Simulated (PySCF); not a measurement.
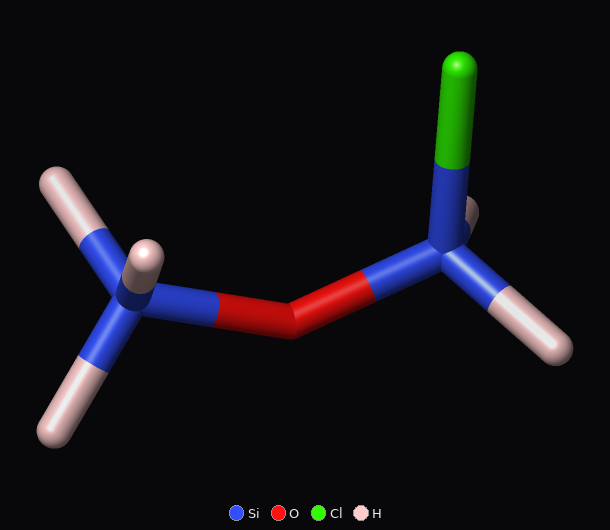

Rendered structure (stick style). Every bond is drawn as one stick, whatever its order.

Identify the structure.

Formula ClH₅OSi₂. As SMILES it reads `[SiH3]O[SiH2]Cl`. It has no ring. Among its groups: Si–H bond, Si–O bond. Coordination: 2 Si tetrahedral; 1 O bent.

The parts below concern this one geometry. Atoms keep their numbers from picture to picture. The computed structure is the end point of a PBE0-D3(BJ)/def2-SVP optimisation. No frequency run is at hand to confirm it as a minimum.

Core levels

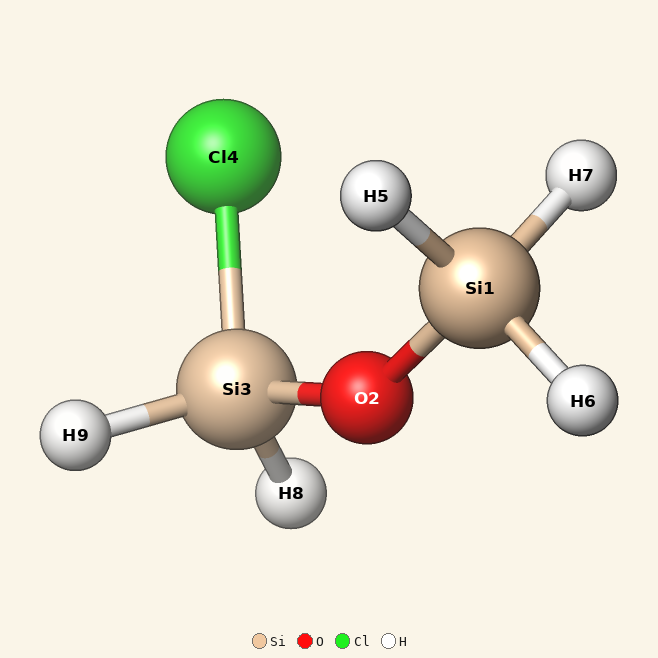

No frequency run is at hand to confirm it as a minimum. Level of theory: delta-SCF UKS PBE0, pcX-2 on the ionised atom, pcseg-1 elsewhere, spin-free X2C (PySCF 2.14.0).

Give the core-electron binding energies (to vacuum; p and d levels without spin–orbit splitting) of Si1 1s, Si1 2p, O2 1s, Si3 1s, Si3 2p, Cl4 1s, Cl4 2p.

```csv
atom,level,binding energy (eV)
Si1,1s,1845.6
Si1,2p,107.7
O2,1s,537.6
Si3,1s,1846.4
Si3,2p,108.4
Cl4,1s,2825.6
Cl4,2p,206.1
```

Electronic properties

No frequency run is at hand to confirm it as a minimum. Level of theory: B3LYP/6-31G*, gas phase (PySCF 2.14.0).

Predict the main results.

- dipole moment: 1.20 D
- HOMO energy (Kohn–Sham orbital): −8.42 eV
- LUMO energy (Kohn–Sham orbital): −0.01 eV
- HOMO–LUMO gap: 8.41 eV

Spin–spin coupling

No frequency run is at hand to confirm it as a minimum. Level of theory: B3LYP/6-31G* indirect spin-spin coupling, non-relativistic, gas phase (PySCF 2.14.0). Isotopes: 1H, 17O, 29Si.

Give the spin–spin coupling constants of these pairs, with the number of bonds between them: Si1/O2, O2/Si3, Si1/Si3, O2/H6, H5/H6, H5/H7, H8/H9, Si1/H8, Si3/H6.

```
    pair  bonds apart  J (Hz)
 Si1, O2            1    −8.7
 O2, Si3            1   −11.0
Si1, Si3            2    −3.5
  O2, H6            2   −12.6
  H5, H6            2    12.7
  H5, H7            2    13.5
  H8, H9            2    31.2
 Si1, H8            3    −2.0
 Si3, H6            3    −6.8
```
